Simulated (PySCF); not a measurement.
| atom | x (Å) | y (Å) | z (Å) |
| --- | --- | --- | --- |
| Cd | 0.0000 | 0.0000 | -0.2147 |
| B | 0.0000 | 0.0000 | 2.2213 |

Core potentials replace the inner electrons of Cd.

Level of theory: PySCF 2.14.0, PBE0/def2-SVPD, non-relativistic Hamiltonian with scalar-relativistic core potentials where named, at a bond length of 2.436 Å.

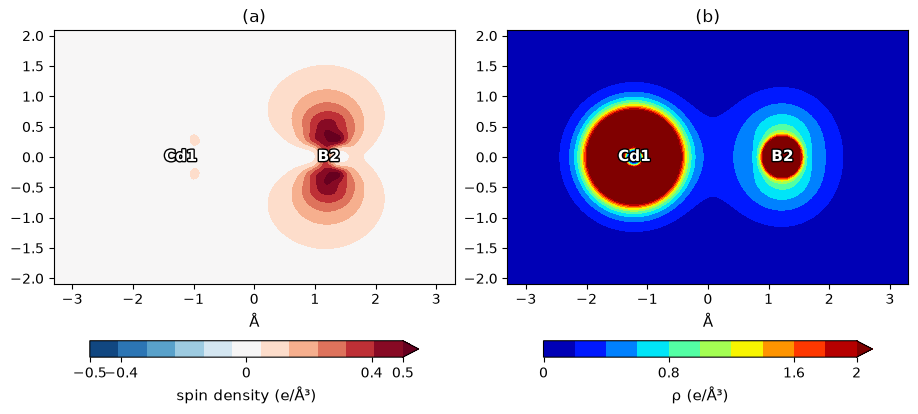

CdB (doublet). (a) spin density (α minus β); (b) electron density on a plane that holds the molecular axis.

> What does the map show?

The plane passes through Cd and B nuclei. Cd–B (2.44 Å): the density is about 0.35 e/Å³ at the midpoint. The unpaired spin (1 electron) lies mostly on B2 (about 0.9), in electrons by Hirshfeld's partition.
